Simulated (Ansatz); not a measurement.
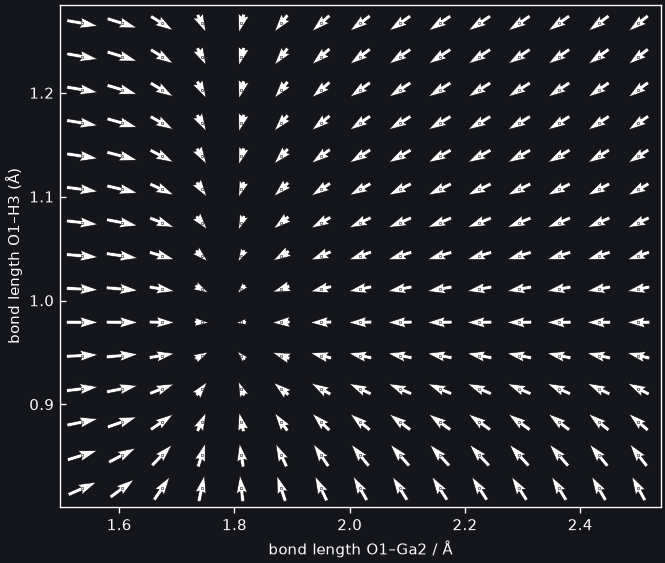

GaH₂O, SMILES [OH][GaH], spin multiplicity 2. The first coordinate is: bond length O1–Ga2; the second: bond length O1–H3. Nothing is relaxed (all other coordinates rigid). The scan uses a 15 × 15 grid. Points are written as (first, second). All numbers below come from UKS SPW92 (LDA)/def2-TZVP (Ansatz 0.2.0).

The picture shows dots at the grid points, arrows along the force (downhill), their lengths compressed.

**The arrows alone are given. Where is the energy lowest?**

The arrows converge at about (1.786 Å, 0.975 Å) (read from the interpolated surface).

The energy map of the same scan:

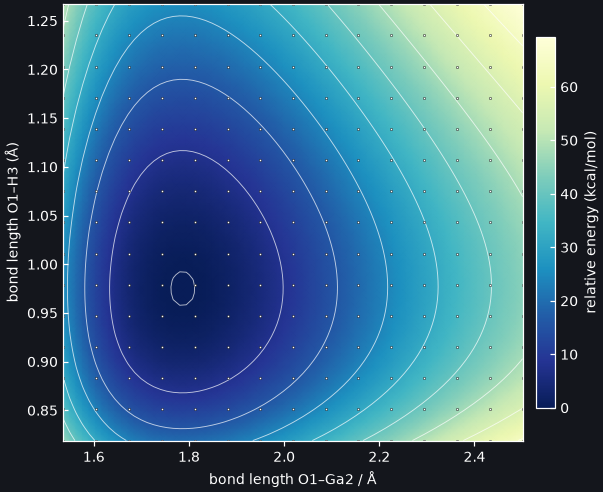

Energies are in kcal/mol, from the lowest grid point; between grid points the surface is interpolated.
